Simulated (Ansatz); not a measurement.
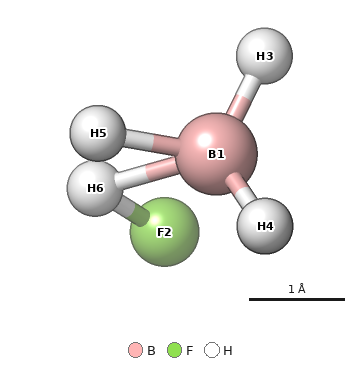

*The input geometry (ball-and-stick view, seen at an oblique angle; atoms are numbered from 1 in the order of the input).*

## Frequency calculation, with input and output: BH₄F

BH₄F, computed with RKS PBE0-D4/def2-SVP (Ansatz 0.2.0).

It belongs to a series of runs on one base structure; here: vibrations at the highest image of the band. Figures and captions count atoms from 1; the log counts them from 0 in places.

**Input**
```yaml
crystal:
  periodic: [false, false, false]
  atoms:
    - { symbol: B, position_ang: [0.012658, -0.232831, 0.021495] }
    - { symbol: F, position_ang: [0.010734, 0.06251, 1.62278] }
    - { symbol: H, position_ang: [1.061442, 0.110061, -0.455571] }
    - { symbol: H, position_ang: [-1.05552, 0.055829, -0.448429] }
    - { symbol: H, position_ang: [0.045887, -1.51875, 0.284517] }
    - { symbol: H, position_ang: [0.036201, -1.002719, 1.239408] }
basis:
  gaussian: { orbitals: def2-SVP }
hamiltonian:
  xc: pbe0
  dispersion: d4
phonons: {}
```

Hardware: 1 thread of AMD EPYC (Zen 3), 32 GiB of memory available, shared host.

Run as:
```bash
ansatz run input.yaml --threads 1 --pin off --max-ram 2048MiB --backend cpu --events-out ev --progress --plain --runs-dir out
```

**Log**
```
Engine: ansatz 0.2.0, x86_64-unknown-linux-gnu
Functional definition: PBE0
  parameter a = 0.25
  parameter kappa = 0.804
  parameter beta = 0.06672455060314922
  exchange = (1 - a)*pbe_x(kappa = kappa, mu = beta*pi^2/3) + a*exact_x
  correlation = pbe_c(beta = beta)
524 factors; integrals over basis functions are off by at most 5.4e-4 eV
mean field evaluation 1: about -3449.4545 eV, gradient 1.9e1 eV
mean field evaluation 2: about -3449.6970 eV, gradient 1.9e1 eV
mean field evaluation 4: about -3450.3617 eV, gradient 5.7e-1 eV
mean field evaluation 8: about -3450.3585 eV, gradient 1.7e-3 eV
mean field -3450.35850008 eV, -126.7983361409 hartree, gradient 2.6e-5 eV, S^2 0.000000; 0 other end points of the search recorded, 0 dependent functions left out
the calculation of the forces begins
reference -3450.35851955 eV, -126.7983368563 hartree; 9, 9 occupied and 39, 39 virtual orbitals, 524 factors
these checks for a lower state are left out or cut short: stability, starts, cluster_reference, orbital_swaps, neighbouring_geometries, increment
524 factors; integrals over basis functions are off by at most 5.4e-4 eV
mean field evaluation 16: about -3450.3584 eV, gradient 4.9e-5 eV
mean field -3450.35835961 eV, -126.7983309788 hartree, gradient 6.9e-7 eV, S^2 0.000000; 0 other end points of the search recorded, 0 dependent functions left out
[... from here on the field's lines of each further geometry are left out, up to the last ...]
the calculation of the forces begins
reference -3450.35849909 eV, -126.7983361046 hartree; 9, 9 occupied and 39, 39 virtual orbitals, 524 factors
these checks for a lower state are left out or cut short: stability, starts, cluster_reference, orbital_swaps, neighbouring_geometries, increment
524 factors; integrals over basis functions are off by at most 5.4e-4 eV
mean field evaluation 224: about -3450.3585 eV, gradient 1.0e-1 eV
mean field -3450.35849768 eV, -126.7983360527 hartree, gradient 1.0e-6 eV, S^2 0.000000; 0 other end points of the search recorded, 0 dependent functions left out
the calculation of the forces begins
reference -3450.35851714 eV, -126.7983367678 hartree; 9, 9 occupied and 39, 39 virtual orbitals, 524 factors
WARN: phonons: modes at or below zero, which the zero-point energy, F, S and C_V leave out: 1, the lowest at -1066.91 cm⁻¹. A minimum has none, and a first-order saddle one
Total energy: -3450.39128867 eV, -126.7995410994 hartree
Atom 0 at     0.012658    -0.232831     0.021495 Å, force    -0.000901    -0.011002     0.012307 eV/Å
Atom 1 at     0.010734     0.062510     1.622780 Å, force    -0.000653    -0.008543    -0.009763 eV/Å
Atom 2 at     1.061442     0.110061    -0.455571 Å, force     0.001080     0.001381     0.000690 eV/Å
Atom 3 at    -1.055520     0.055829    -0.448429 Å, force    -0.000773     0.003179     0.001266 eV/Å
Atom 4 at     0.045887    -1.518750     0.284517 Å, force     0.001096     0.000727    -0.001043 eV/Å
Atom 5 at     0.036201    -1.002719     1.239408 Å, force     0.000151     0.014257    -0.003456 eV/Å
Dipole moment:     0.007099    -0.270992     0.075891 e Å
Vibrations: -1066.91 734.99 821.04 922.09 1091.74 1143.70 1167.31 1469.88 2025.05 2315.64 2616.83 2734.99 cm⁻¹, zero-point energy 1.056547 eV
```

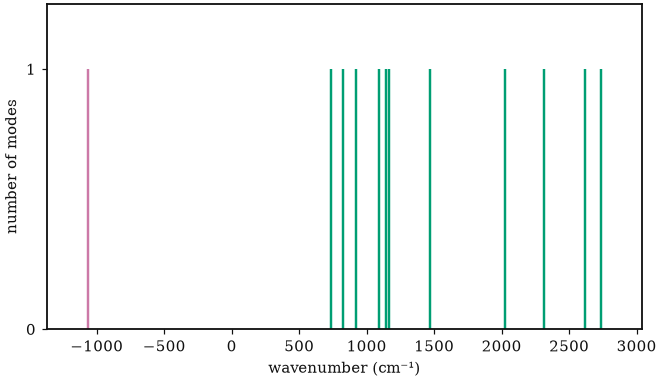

*Harmonic vibrational wavenumbers from the force constants; neighbouring modes closer than 17 cm⁻¹ are counted in one stick, and imaginary ones are drawn at negative wavenumbers.*

12 modes from 1067i to 2735 cm⁻¹, 1 imaginary beyond 8i (1067i cm⁻¹): a first-order saddle point, if the geometry is stationary.

**Results in brief**

| quantity | value |
| --- | --- |
| outcome | converged |
| total energy | −3450.3913 eV |
| mean-field energy | −3450.3585 eV |
| largest force (length of the vector) | 0.017 eV/Å |
| wall time | 18 s |
| peak memory | 0.11 GiB |
